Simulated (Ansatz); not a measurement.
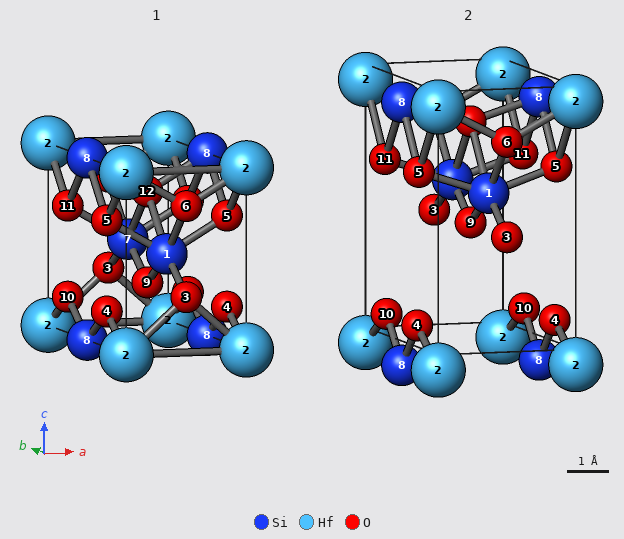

Two geometries of a crystal of HfSi3O8 (built on the tetragonal host type), drawn at one scale. One is the start of a relaxation, the other its converged end. A ball-and-stick model of the cell of the calculation, seen slightly off an axis.

Level of theory: DFT, PBE, plane waves, PAW (Ansatz). Settings: plane-wave cutoff 420 eV; k-point mesh 8 × 4 × 6; occupations fermi dirac; smearing width 0.02 eV; no spin polarisation; cell and atoms relaxed; force threshold 0.005 eV/Å.

Q: Which one is relaxed?

A: Structure 2 is the relaxed one. The largest move relative to the cell is that of O9, 0.89 Å along +c. Largest moves by element: O 0.89 Å, Si 0.60 Å, Hf 0.38 Å. The volume changes by +54.1 %, with a 3.092 → 3.538 Å (+14.4 %), b 6.184 → 5.766 Å (−6.8 %), c 4.495 → 6.491 Å (+44.4 %). Some distances before and after: Si8–O9 2.060 → 3.885 Å, Si1–O4 2.060 → 3.681 Å, Hf2–O3 2.060 → 3.665 Å, Hf2–Hf2 3.092 → 3.538 Å. Bonds break: Hf2–O3 (2.06 → 3.66 Å). Among the angles between lasting bonds that change: O4–Si8–O10 120.3° → 94.1°, O12–Si8–O12 120.3° → 146.2°, Si8–O12–Si8 120.3° → 146.2°. The space group stays Pmm2 (No. 25). The energy falls by 986 meV per atom in 43 accepted moves (52 points after the start). Largest force component: 9.1 eV/Å at the start, 0.0016 eV/Å at the end. The pressure goes from 98.08 to 0.01 GPa. The line search rejected the trial steps at points 8, 12 of the run. At 7 points the geometry stayed and the basis and grid were re-selected for the new cell (energy shift of 70.5 meV per atom at most each time). The run took 4.4 min on 1 × NVIDIA H100 80GB HBM3 with 2 threads of AMD EPYC 7R13 Processor (Zen 3), with other jobs on the host, peak memory 1.1 GiB.
